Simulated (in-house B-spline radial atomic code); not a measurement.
# Sb⁵⁺: excited configurations

How much energy does it take to promote electrons of Sb⁵⁺ to other shells? Each configuration is solved by itself and compared with the reference.

Method: scalar-relativistic (spin-free one-electron X2C) BHandHLYP, spin-polarised, spherical density, exact exchange averaged over the configuration, Fermi nucleus, basis-set limit. Code: in-house B-spline radial atomic code version 1.

## Step 1: Starting point

- element: antimony (Z = 51)
- charge: +5
- electrons: 46
- configuration: [Kr] 4d10
- Hamiltonian: scalar-relativistic (X2C)
- nucleus: Fermi, rms radius 4.680 fm

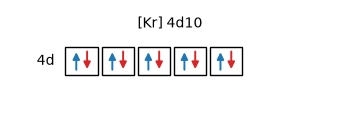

The shells outside the core, filled by Hund's rule for the drawing.

Where spins are not typed, each open shell is filled with up spins first.

Settings of the run:

```ini
Z = 51
electrons = 46.0
configuration = [Kr] 4d10
hamiltonian = x2c
method = bhandhlyp
spin_polarised = True
nucleus = fermi
rms_radius = 4.6802
mass_number = 121
atomic_mass = 120.903811353
speed_of_light = 137.035999084
exact_exchange = averaged over the configuration
```

This reference run was done before. Its total energy is -6475.342713 hartree, and its levels are (the highest eight at most):

| orbital | occupation | energy (eV) | <r> (bohr) |
| --- | --- | --- | --- |
| 3d down | 5 | -594.60 | 0.3049 |
| 3d up | 5 | -594.60 | 0.3049 |
| 4s down | 1 | -219.59 | 0.7915 |
| 4s up | 1 | -219.59 | 0.7915 |
| 4p down | 3 | -169.76 | 0.8497 |
| 4p up | 3 | -169.76 | 0.8497 |
| 4d down | 5 | -95.428 | 1.001 |
| 4d up | 5 | -95.428 | 1.001 |

## Step 2: Configuration [Ar] 3d9 4s2 4p6 4d10 5s1

Settings of the run:

```ini
Z = 51
electrons = 46.0
configuration = [Ar] 3d9 4s2 4p6 4d10 5s1
hamiltonian = x2c
method = bhandhlyp
spin_polarised = True
nucleus = fermi
rms_radius = 4.6802
mass_number = 121
atomic_mass = 120.903811353
speed_of_light = 137.035999084
exact_exchange = averaged over the configuration
```

Started as:

```sh
> python run_scf.py task.json out
```

One command runs all members of the session, one after another, from task.json.

## Step 3: [Ar] 3d9 4s2 4p6 4d10 5p1

Settings: those of step 2 with these lines changed.

```diff
@@ -2,3 +2,3 @@
 electrons = 46.0
-configuration = [Ar] 3d9 4s2 4p6 4d10 5s1
+configuration = [Ar] 3d9 4s2 4p6 4d10 5p1
 hamiltonian = x2c
```

## Step 4: Run with [Kr] 4d9 5s1

Settings: those of step 3 with these lines changed.

```diff
@@ -2,3 +2,3 @@
 electrons = 46.0
-configuration = [Ar] 3d9 4s2 4p6 4d10 5p1
+configuration = [Kr] 4d9 5s1
 hamiltonian = x2c
```

## Step 5: Configuration [Ar] 3d10 4s2 4p5 4d10 5d1

Settings: those of step 4 with these lines changed.

```diff
@@ -2,3 +2,3 @@
 electrons = 46.0
-configuration = [Kr] 4d9 5s1
+configuration = [Ar] 3d10 4s2 4p5 4d10 5d1
 hamiltonian = x2c
```

## Step 6: [Ar] 3d10 4s2 4p5 4d10 5s1

Settings: those of step 5 with these lines changed.

```diff
@@ -2,3 +2,3 @@
 electrons = 46.0
-configuration = [Ar] 3d10 4s2 4p5 4d10 5d1
+configuration = [Ar] 3d10 4s2 4p5 4d10 5s1
 hamiltonian = x2c
```

## Step 7: [Ar] 3d9 4s2 4p6 4d10 5f1

Settings: those of step 6 with these lines changed.

```diff
@@ -2,3 +2,3 @@
 electrons = 46.0
-configuration = [Ar] 3d10 4s2 4p5 4d10 5s1
+configuration = [Ar] 3d9 4s2 4p6 4d10 5f1
 hamiltonian = x2c
```

**Question.** How far above the reference does each configuration lie (order and size, in eV)?

**Answer**, as computed:

| net move | configuration | 2|M_S|+1 | energy above the reference (eV) | largest <r> (bohr) |
| --- | --- | --- | --- | --- |
| 4d → 5s | [Kr] 4d9 5s1 | 3 | 30.011 | 1.86 |
| 4p → 5s | [Ar] 3d10 4s2 4p5 4d10 5s1 | 3 | 104.29 | 1.86 |
| 4p → 5d | [Ar] 3d10 4s2 4p5 4d10 5d1 | 3 | 133.04 | 2.62 |
| 3d → 5s | [Ar] 3d9 4s2 4p6 4d10 5s1 | 3 | 529.72 | 1.85 |
| 3d → 5p | [Ar] 3d9 4s2 4p6 4d10 5p1 | 3 | 541.83 | 2.07 |
| 3d → 5f | [Ar] 3d9 4s2 4p6 4d10 5f1 | 3 | 575.17 | 3.84 |

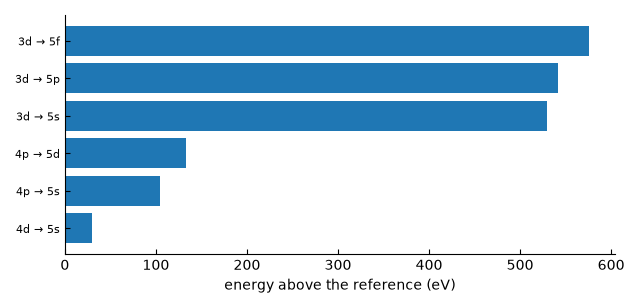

Energy of each configuration above the reference.

**Reading.** At the bottom stands 4d → 5s (30.011 eV), at the top 3d → 5f (575.17 eV). 3 of them lie more than 60 % above minus the reference's highest level (95.428 eV), in the range where a state can decay by emitting an electron. The reference has 2|M_S|+1 = 1; 6 of the configurations differ from it in spin. These are spherical averages at the typed spins, not spectroscopic levels.
